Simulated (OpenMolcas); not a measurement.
Single-point calculation of C2H5Br (part 1 of 3)

System: C2H5Br, multiplicity 3.
Method: r2SCAN/6-31G*, UKS (OpenMolcas 26.06).

The geometry is that of the parent species in another charge or spin state. The geometry comes from this level: PBE0-D4/def2-TZVP.

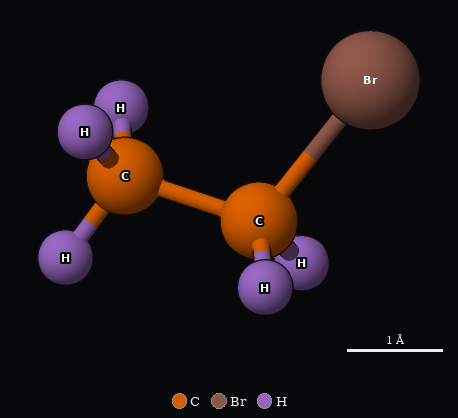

Figure 1. The structure as given in the input (ball-and-stick view, seen at a tilt). Bond lengths as drawn: Br–C 1.95 Å, C–C 1.51 Å and C–H 1.09 Å.

**Results in brief**

- outcome: converged
- total energy: −2652.780506 hartree
- basis functions: 70
- ⟨S²⟩: 2.005
- dipole moment: 1.10 debye
- hardware: 1 thread of Intel Xeon (Sapphire Rapids), 16 GiB of memory available, shared host
- wall time: 55 s
- peak memory: 0.42 GiB

**Input file**
```
&GATEWAY
BASLIB=$CurrDir
COORD
8
angstrom
C       -0.429100       0.590100      -0.328800
C        0.243000      -0.639200       0.222500
Br       1.994500      -0.223400       0.972400
H       -1.406200       0.316400      -0.739300
H        0.162900       1.040400      -1.126700
H       -0.582800       1.339300       0.449000
H        0.428800      -1.390300      -0.542500
H       -0.318900      -1.090600       1.037600
BASIS=6-31Gs
GROUP=NoSym
&SEWARD
GRIDINPUT
Grid=UltraFine
End of Grid
&SCF
UHF
SPIN=3
KSDFT=2
1.0 MGGA_X_R2SCAN
1.0 MGGA_C_R2SCAN
THRESHOLDS=1e-10 1e-07 1e-07 1e-05
PRORBITALS=1 2
```

Command:
```bash
export MOLCAS_MEM=1860
pymolcas job.input > job.log
```

**Log**
```
--- Start Module: gateway ---

                                              &GATEWAY

                       available to each process: 1.9 GB of memory, 1 thread

 Basis Set     1 Label: C.6-31GS
 Basis set is read from library:.
 basistype.tbl is not found

 Basis Set     2 Label: BR.6-31GS
 Basis set is read from library:.
 basistype.tbl is not found

 Basis Set     3 Label: H.6-31GS
 Basis set is read from library:.
 basistype.tbl is not found

++    Symmetry information:
      ---------------------

                    Character Table for C1

                             E
                    a        1  x, y, xy, Rz, z, xz, Ry, yz, Rx, I
--

++    Basis set information:
      ----------------------

      Basis set label: C.6-31GS.........

      Electronic valence basis set:
      ------------------
      Associated Effective Charge   6.000000 au
      Associated Actual Charge      6.000000 au
      Nuclear Model: Point charge

      Shell  nPrim  nBasis  Cartesian Spherical Contaminant
         s      10       3        X
         p       4       2        X
         d       1       1                 X

      Basis set label: BR.6-31GS.........

      Electronic valence basis set:
      ------------------
      Associated Effective Charge  35.000000 au
      Associated Actual Charge     35.000000 au
      Nuclear Model: Point charge

      Shell  nPrim  nBasis  Cartesian Spherical Contaminant
         s      22       5        X
         p      16       4        X
         d       5       3                 X

      Basis set label: H.6-31GS.........

      Electronic valence basis set:
      ------------------
      Associated Effective Charge   1.000000 au
      Associated Actual Charge      1.000000 au
      Nuclear Model: Point charge

      Shell  nPrim  nBasis  Cartesian Spherical Contaminant
         s       4       2        X
--

++    Molecular structure info:
      -------------------------

                    ************************************************
                    **** Cartesian Coordinates / bohr, angstrom ****
                    ************************************************

     Center  Label                x              y              z                     x              y              z
        1      C1              -0.810881       1.115127      -0.621342             -0.429100       0.590100      -0.328800
        2      C2               0.459203      -1.207913       0.420464              0.243000      -0.639200       0.222500
        3      BR3              3.769059      -0.422165       1.837570              1.994500      -0.223400       0.972400
        4      H4              -2.657333       0.597909      -1.397075             -1.406200       0.316400      -0.739300
        5      H5               0.307836       1.966071      -2.129154              0.162900       1.040400      -1.126700
        6      H6              -1.101332       2.530910       0.848487             -0.582800       1.339300       0.449000
        7      H7               0.810315      -2.627286      -1.025176              0.428800      -1.390300      -0.542500
        8      H8              -0.602634      -2.060935       1.960780             -0.318900      -1.090600       1.037600

                    ***************************************
                    *    InterNuclear Distances / bohr    *
                    ***************************************

               1 C1            2 C2            3 BR3           4 H4            5 H5            6 H6
    1 C1       0.000000
    2 C2       2.845170        0.000000
    3 BR3      5.420827        3.685204        0.000000
    4 H4       2.068492        4.034506        7.266497        0.000000
    5 H5       2.061343        4.074020        5.780885        3.346646        0.000000
    6 H6       2.061359        4.073975        5.780973        3.346666        3.342327        0.000000
    7 H7       4.098417        2.056156        4.670336        4.750239        4.750809        5.811368
    8 H8       4.098548        2.056142        4.670379        4.750414        5.811480        4.750888

               7 H7            8 H8
    7 H7       0.000000
    8 H8       3.351583        0.000000

                    *******************************************
                    *    InterNuclear Distances / angstrom    *
                    *******************************************

               1 C1            2 C2            3 BR3           4 H4            5 H5            6 H6
    1 C1       0.000000
    2 C2       1.505599        0.000000
    3 BR3      2.868578        1.950126        0.000000
    4 H4       1.094599        2.134969        3.845265        0.000000
    5 H5       1.090816        2.155879        3.059113        1.770969        0.000000
    6 H6       1.090824        2.155855        3.059159        1.770980        1.768683        0.000000
    7 H7       2.168789        1.088071        2.471436        2.513718        2.514020        3.075244
    8 H8       2.168858        1.088063        2.471458        2.513811        3.075303        2.514062

               7 H7            8 H8
    7 H7       0.000000
    8 H8       1.773582        0.000000

                    **************************************
                    *    Valence Bond Angles / degree    *
                    **************************************
                          Atom centers                 Phi
                      2 C2       1 C1       4 H4       109.37
                      2 C2       1 C1       5 H5       111.26
                      2 C2       1 C1       6 H6       111.26
                      4 H4       1 C1       5 H5       108.26
                      4 H4       1 C1       6 H6       108.26
                      5 H5       1 C1       6 H6       108.33
                      1 C1       2 C2       7 H7       112.48
                      1 C1       2 C2       8 H8       112.49
                      7 H7       2 C2       8 H8       109.18

           ***************************************************************
           *              Valence Dihedral Angles / degree               *
           ***************************************************************
                    Atom centers                       Phi1     Phi2     Theta
           4 H4       1 C1       2 C2       7 H7        109.37   112.48    61.89
           4 H4       1 C1       2 C2       8 H8        109.37   112.49   -61.89
           5 H5       1 C1       2 C2       7 H7        111.26   112.48   -57.66
           5 H5       1 C1       2 C2       8 H8        111.26   112.49   178.55
           6 H6       1 C1       2 C2       7 H7        111.26   112.48  -178.56
           6 H6       1 C1       2 C2       8 H8        111.26   112.49    57.66
--

            Nuclear Potential Energy            164.59083854 au

--- Stop Module: gateway /rc=_RC_ALL_IS_WELL_ ---

--- Start Module: seward ---

                                              &SEWARD

                       available to each process: 1.9 GB of memory, 1 thread

               SEWARD will generate:
                  Multipole Moment integrals up to order  2
                  Kinetic Energy integrals
                  Nuclear Attraction integrals (point charge)
                  One-Electron Hamiltonian integrals
                  Velocity integrals
                  Orbital angular momentum around (  2.6859  -0.3151   1.3047 )
                  Velocity quadrupole around (  2.6859  -0.3151   1.3047 )
                  Two-Electron Repulsion integrals

                   Integrals are discarded if absolute value <: 1.00E-14
                   Integral cutoff threshold is set to       <: 1.00E-16

            Nuclear Potential Energy            164.59083854 au

      Basis set specifications :
      Symmetry species         a
      Basis functions           70

--- Stop Module: seward /rc=_RC_ALL_IS_WELL_ ---
--- Module seward spent 1 second ---

--- Start Module: scf ---

                                                &SCF

                       available to each process: 1.9 GB of memory, 1 thread

++    Input section:
      --------------

      Header of the integral files:

      Cartesian coordinates in angstrom:
      -----------------------------------------------------
      No.  Label        X            Y            Z
      -----------------------------------------------------
       1   C1        -0.42910000   0.59010000  -0.32880000
       2   C2         0.24300000  -0.63920000   0.22250000
       3   BR3        1.99450000  -0.22340000   0.97240000
       4   H4        -1.40620000   0.31640000  -0.73930000
       5   H5         0.16290000   1.04040000  -1.12670000
       6   H6        -0.58280000   1.33930000   0.44900000
       7   H7         0.42880000  -1.39030000  -0.54250000
       8   H8        -0.31890000  -1.09060000   1.03760000
      -----------------------------------------------------
      Nuclear repulsion energy =  164.59083854
--

++    Orbital specifications:
      -----------------------

      Symmetry species               1
                                     a
      Frozen orbitals                0
      Start temperature = 0.500
      End temperature   = 0.010
      Temperature Factor= 0.460
      Deleted orbitals               0
      Total number of orbitals      70
      Number of basis functions     70
--

      Molecular charge                           0.000

      Numerical integration parameters
      --------------------------------
      Radial quadrature type:                         MHL
      Size of radial grid:                            99
      Lebedev angular grid:                           41
      Angular grid pruned with the crowding factor:  1.00E+10
                                 and fading factor:  1.00E+01
      Screening threshold for integral computation:   1.00E-11
      Radial quadrature accuracy:                     1.00E-25
      Maximum batch size:                             128
      AO values are stored on disk
      The same grid will be used for all iterations.

      DFT functional specifications
      -----------------------------
      Using Libxc version: 6.2.2
      Please cite the following reference:
      S. Lehtola, C. Steigemann, M. J.T. Oliveira, and M. A.L. Marques.,  SoftwareX 7, 1–5 (2018) doi:10.1016/j.softx.2017.11.002

++    Optimization specifications:
      ----------------------------

      SCF Algorithm: Conventional USCF
      D(i)-D(i-1) density differences are used
      Number of density matrices in core                 5
      Maximum number of NDDO SCF iterations            400
      Maximum number of HF SCF iterations              400
      Threshold for SCF energy change             1.00E-10
      Threshold for density matrix                1.00E-07
      Threshold for Fock matrix                   1.00E-07
      Threshold for linear dependence             1.00E-09
      Threshold at which DIIS is turned on        1.50E-01
      Maximum depth in the DIIS procedure                5
      Maximum depth in the BFGS Hessian update          30
      Threshold at which QNR/C2DIIS is turned on  7.50E-02
      Threshold for Norm(delta) (QNR/C2DIIS)      1.00E-05
      All orbitals punched on: UHFORB
--

      Input vectors read from INPORB
      Orbital file label: *Guess orbitals

++ Convergence information
                               UHF [...]      iterations: Energy and convergence statistics

Iter     Tot. [...]      One-elec.       Two-elec.     Energy      Max Dij or  Max Fij      DNorm      TNorm      AccCon     Time
         Energy          Energy          Energy        Change      Delta Norm                                                in Sec.

 The total and one-electron energies are shifted by a value of      2000. a.u.

   1  -647.370812262 -2091.282139871  1279.320489066   0.00E+00    4.68E-01*   1.11E+01*    1.21E+01   3.70E+02   None         2.
   2  -641.131726385 -2158.883296074  1353.160731145   6.24E+00*   1.36E-01*   5.26E-01*    1.24E+01   3.81E+02   EDIIS        2.
   3  -652.173167975 -2121.181707168  1304.417700649  -1.10E+01*   2.25E-01*   8.18E-02*    4.89E+00   3.74E+02   EDIIS        2.
   4  -652.529473563 -2108.158430025  1291.038117918  -3.56E-01*   4.44E-01*   1.66E-01*    3.10E+00   3.72E+02   EDIIS        2.
   5  -652.181847460 -2133.450824204  1316.678138200   3.48E-01*   5.64E-02*   8.84E-02*    4.87E+00   3.76E+02   EDIIS        2.
   6  -652.767682187 -2119.263477529  1301.904956798  -5.86E-01*   5.80E-02*   1.60E-02*    3.05E+00   3.74E+02   EDIIS        1.
   7  -652.768703961 -2116.080507512  1298.720965007  -1.02E-03*   2.48E-02*   1.08E-02*    5.57E-01   3.73E+02   EDIIS        2.
   8  -652.773753488 -2117.950109734  1300.585517702  -5.05E-03*   4.82E-02*   9.25E-03*    3.63E-01   3.74E+02   EDIIS        2.
   9  -652.773270667 -2117.956567757  1300.592458546   4.83E-04*   2.85E-02*   6.96E-03*    2.60E-01   3.74E+02   EDIIS        1.
  10  -652.777340019 -2117.659078465  1300.290899903  -4.07E-03*   3.89E-02*   1.49E-02*    8.28E-01   3.73E+02   EDIIS        1.
  11  -652.780314570 -2117.822732783  1300.451579670  -2.97E-03*   4.28E-02*   5.55E-03*    3.14E-01   3.74E+02   EDIIS        2.

       Fermi aufbau procedure completed!
      nOcc(alpha)=   27
      nOcc(beta) =   25
```
